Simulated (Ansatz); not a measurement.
CH$_{7}$BFN: several calculations on one system

### Relaxation

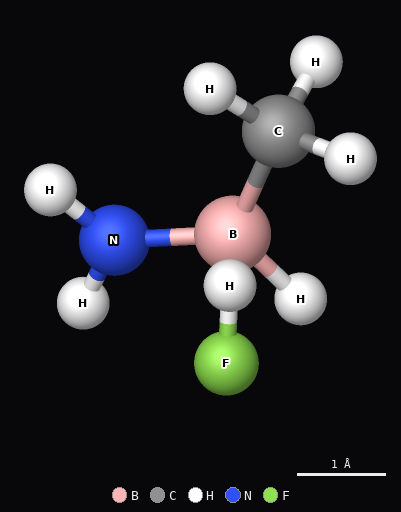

Starting structure of CH7BFN. A ball-and-stick model, seen from a free direction.

The run prepares an end point of a later path (reaction) calculation, from a guessed geometry.

These are results of RKS B3LYP/6-31G* (Ansatz 0.2.0), not measurements.

The input:
```yaml
crystal:
  periodic: [false, false, false]
  atoms:
    - { symbol: B, position_ang: [-0.084253, 0.141116, 0.186858] }
    - { symbol: C, position_ang: [-0.095474, 0.180086, 1.782371] }
    - { symbol: H, position_ang: [-1.051722, -0.104971, 2.245928] }
    - { symbol: H, position_ang: [0.707466, -0.418038, 2.235036] }
    - { symbol: H, position_ang: [0.105316, 1.212282, 2.103544] }
    - { symbol: H, position_ang: [0.94742, 0.216436, -0.415766] }
    - { symbol: "N", position_ang: [-1.276724, 0.216348, -0.540398] }
    - { symbol: H, position_ang: [-2.195218, 0.148811, -0.1205] }
    - { symbol: H, position_ang: [-1.300302, 0.215652, -1.55043] }
    - { symbol: F, position_ang: [0.13283, -2.371683, 0.374598] }
    - { symbol: H, position_ang: [-0.160238, -2.053439, 1.19886] }
basis:
  gaussian: { orbitals: "6-31G*" }
hamiltonian:
  xc: b3lyp
relax:
  f_tol: 0.03
  max_steps: 50
output:
  orbitals: {}
```

Command:
```bash
ansatz run input.yaml --threads 1 --pin off --max-ram 2048MiB --backend cpu --events-out ev --progress --plain --runs-dir out
```

Question: Predict the outcome.

Answer: The atom that moves furthest after the best rigid fit is H11 (1.30 Å). By element the largest moves are H 1.30 Å, N 0.43 Å, F 0.33 Å, C 0.28 Å, B 0.20 Å. Among the contacts that change: B1–C2 1.596 → 1.570 Å, B1–N7 1.399 → 1.418 Å, F10–H11 0.931 → 0.949 Å. Among the angles between lasting bonds that change: B1–C2–H4 113.2° → 109.8°, B1–C2–H5 108.3° → 110.4°. Groups turn about B1–C2 by about 25°. After 19 accepted moves (25 points after the start) the energy has fallen by 0.251 eV. The largest force component goes from 0.37 to 0.021 eV/Å. The line search rejected the trial steps at points 2, 3, 7, 11, 18, 21 of the run. Cost: 68 s on 1 thread of Arm Neoverse V2, with other jobs on the host, peak memory 0.17 GiB.

The structure at the end:

```xyz
11

B    -0.0239    0.2269    0.3608
C    -0.0689    0.4298    1.9167
H    -1.0628    0.3071    2.3656
H     0.6099   -0.2828    2.4043
H     0.3027    1.4290    2.1828
H     0.9806    0.3756   -0.2730
N    -1.1741   -0.1627   -0.3707
H    -2.0976   -0.1841    0.0477
H    -1.1985   -0.1610   -1.3830
F    -0.0039   -2.6571    0.2846
H    -0.5343   -1.9381   -0.0358
```

After the run, drawn alike:

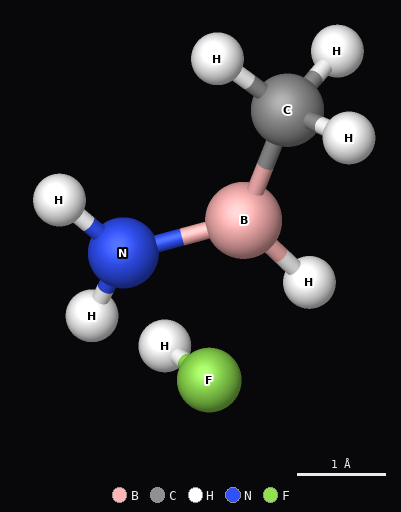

### Relaxation

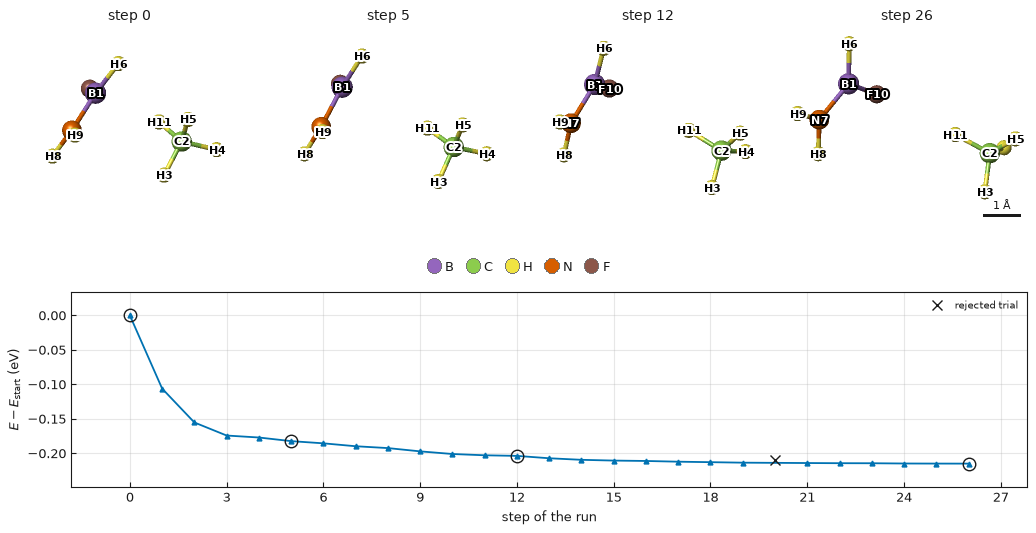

Frames of a relaxation of CH₇BFN, marked on the history of the run. Style: ball-and-stick. Shown at a tilt.

The run prepares an end point of a later path (reaction) calculation, from a guessed geometry.

Method: RKS B3LYP/6-31G* in Ansatz.

Input
```yaml
crystal:
  periodic: [false, false, false]
  atoms:
    - { symbol: B, position_ang: [-0.110352, -0.496869, -0.535137] }
    - { symbol: C, position_ang: [0.027113, -0.187608, 2.262272] }
    - { symbol: H, position_ang: [-1.051089, -0.008602, 2.256481] }
    - { symbol: H, position_ang: [0.372442, -0.271144, 3.298401] }
    - { symbol: H, position_ang: [0.537588, 0.653212, 1.787879] }
    - { symbol: H, position_ang: [0.847979, 0.20659, -0.652034] }
    - { symbol: "N", position_ang: [-1.398319, -0.000519, -0.752947] }
    - { symbol: H, position_ang: [-2.230807, -0.566119, -0.656174] }
    - { symbol: H, position_ang: [-1.577726, 0.971289, -0.955441] }
    - { symbol: F, position_ang: [0.061843, -1.796351, -0.280369] }
    - { symbol: H, position_ang: [0.250428, -1.121278, 1.727169] }
basis:
  gaussian: { orbitals: "6-31G*" }
hamiltonian:
  xc: b3lyp
relax:
  f_tol: 0.03
  max_steps: 50
output:
  orbitals: {}
```

Command:
```bash
ansatz run input.yaml --threads 1 --pin off --max-ram 2048MiB --backend cpu --events-out ev --progress --plain --runs-dir out
```

Q: What happens along the run?

A: The largest move after the best rigid fit is that of H9, 1.62 Å. Largest moves by element: H 1.62 Å, C 1.00 Å, N 0.91 Å, B 0.81 Å, F 0.71 Å. Among the contacts that change: B1–F10 1.335 → 1.346 Å, C2–H11 1.099 → 1.093 Å. Over 25 accepted moves (26 points after the start) the energy falls by 0.215 eV. Largest force component: 0.65 eV/Å at the start, 0.0089 eV/Å at the end. The line search rejected the trial step at point 20 of the run. The forces were under the threshold at step 18, but the run went on from there. Cost: 67 s on 1 thread of Arm Neoverse V2, on a shared host, peak memory 0.17 GiB. From step 0 to 5: H6 moves most (0.50 Å), energy −0.182 eV. From step 5 to 12: H9 moves most (0.66 Å), energy −0.021 eV. From step 12 to 26: H9 moves most (0.65 Å), energy −0.011 eV.

### Path

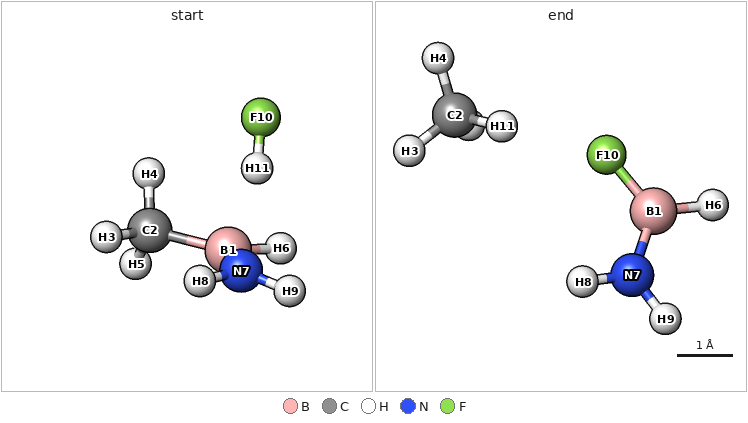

The two relaxed end points of a path for CH$_{7}$BFN. A ball-and-stick model, seen from a free direction.

All numbers below come from Ansatz 0.2.0, RKS B3LYP/6-31G*.

Run with 9 movable images; climbing image; force threshold 0.05 eV/Å; iteration limit 60.

Start:
```xyz
11

B    -0.0289    0.2265    0.3547
C    -0.0531    0.4335    1.9105
H    -1.0406    0.3107    2.3732
H     0.6332   -0.2769    2.3908
H     0.3208    1.4339    2.1689
H     0.9668    0.3747   -0.2931
N    -1.1884   -0.1665   -0.3601
H    -2.1061   -0.1879    0.0708
H    -1.2265   -0.1675   -1.3720
F    -0.0063   -2.6576    0.2858
H    -0.5418   -1.9402   -0.0292
```

End:
```xyz
11

B    -0.2049   -0.6470   -1.2783
C     0.1596    0.1462    3.2244
H    -0.8642    0.3483    3.5525
H     0.6239   -0.5699    3.9086
H     0.7324    1.0779    3.2327
H     0.7056   -0.3662   -2.0000
N    -1.5317   -0.4414   -1.6607
H    -2.3179   -0.6708   -1.0673
H    -1.7846   -0.0499   -2.5558
F     0.0632   -1.1761   -0.0698
H     0.1478   -0.2687    2.2137
```

> Predict the minimum-energy path and its barrier.

Forward barrier 32.9 kcal/mol, backward barrier 73.7 kcal/mol, with image 3 at the top; the reaction energy is −40.8 kcal/mol. Breaking: B1–C2 (1.57 → 1.79 at the top → 4.59 Å), F10–H11 (0.95 → 1.18 at the top → 2.46 Å). Forming: B1–F10 (2.89 → 1.72 at the top → 1.35 Å), C2–H11 (3.10 → 1.37 at the top → 1.09 Å). The band converged in 41 iterations, with a climbing image at the top. At the top, the vibrational analysis gives one imaginary mode (1156i cm⁻¹), as a transition state must have.

Energies of the converged images:

| image | path (Å) | E (kcal/mol) |
| --- | --- | --- |
| 0 | 0.00 | 0.0 |
| 1 | 1.97 | 0.8 |
| 2 | 3.93 | 5.3 |
| 3 | 5.90 | 32.9 |
| 4 | 6.82 | -16.3 |
| 5 | 7.75 | -37.2 |
| 6 | 8.68 | -40.2 |
| 7 | 9.60 | -40.5 |
| 8 | 10.52 | -40.6 |
| 9 | 11.45 | -40.7 |
| 10 | 12.37 | -40.8 |

The geometry at the top of the path:

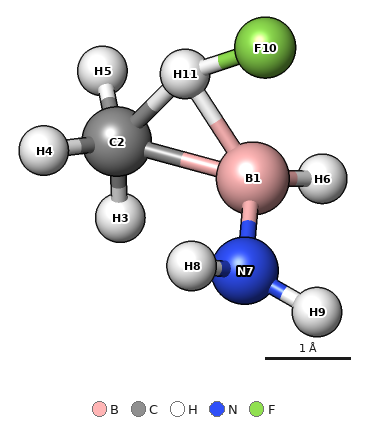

The run took 12 min on 1 thread of Arm Neoverse V2, with other jobs on the host, peak memory 0.17 GiB.
